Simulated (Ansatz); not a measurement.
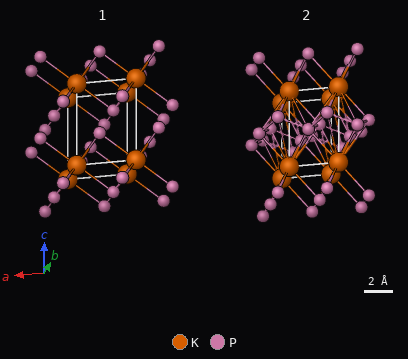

Two geometries of crystalline KP$_{2}$ (a generated structure, set up in P-3m1) (coarse preliminary run), drawn at one scale. One is the start of a relaxation, the other its converged end. A ball-and-stick model of the cell of the calculation, seen from a free direction.

Computed with DFT PBE+D3(BJ), scalar-relativistic, plane waves, PAW (Ansatz 0.2.0). Set-up: plane-wave cutoff 420 eV; k-point mesh 6 × 6 × 4; occupations gaussian; smearing width 0.1 eV; no spin polarisation; cell and atoms relaxed; force threshold 0.04 eV/Å; at most 70 steps.

> Which one is relaxed?

Structure 2 is the relaxed one. The largest moves relative to the cell, 0.63 Å, are those of P atoms. K stays in place. The volume changes by −36.1 %, with a = b 4.582 → 3.806 Å (−16.9 %), c 6.011 → 5.564 Å (−7.4 %). Among the contacts that change: P–P 3.464 → 2.343 Å, K–P 4.899 → 3.872 Å, K–P 3.250 → 3.236 Å. Bond angles that change, for instance: P–K–P 89.7° → 72.0°, K–P–K 89.7° → 72.0°, P–K–P 90.3° → 108.0°. The space group stays P-3m1 (No. 164). Over 9 accepted moves (10 points after the start) the energy falls by 1552 meV per atom. Largest force component: 2.4 eV/Å at the start, 0.00035 eV/Å at the end. Pressure: −5.71 GPa at the start and 0.02 GPa at the end. The SCF was repeated once at an unchanged geometry on a basis and grid sized afresh for the cell, which shifted the energy by 0.3 meV per atom at most. The run took 31 s on 1 thread of Arm Neoverse V1, with other jobs on the host, peak memory 0.36 GiB.
